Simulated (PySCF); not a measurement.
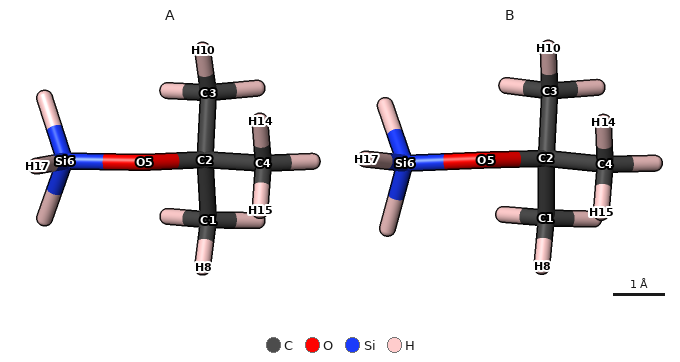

Two geometries of C$_{4}$H$_{12}$OSi, drawn at one scale. One is the start of a relaxation, the other its converged end. A stick model, seen face on.

Theory: PySCF 2.14.0, density-fitted response routines, PBE0-D3(BJ)/def2-SVP geometry optimisation, gas phase. 

### Which geometry has the lower energy?

Structure B is the relaxed one. The start comes from GFN2-xTB. The energy falls by 3.58 kcal/mol in 8 geometry steps. The largest force component goes from 1.5 to 0.021 eV/Å. An H atom moves most after the best rigid fit: 0.27 Å. By element the largest moves are H 0.27 Å, O 0.09 Å, C 0.06 Å, Si 0.05 Å. Near-neighbour distances that change, for instance: O–Si 1.610 → 1.661 Å, H–Si 1.455 → 1.489 Å, H–Si 1.468 → 1.498 Å, C–O 1.408 → 1.426 Å. Bond angles that change, for instance: O–Si–H 99.2° → 105.8°, C–O–Si 134.5° → 130.4°, H–Si–H 112.6° → 109.0°.
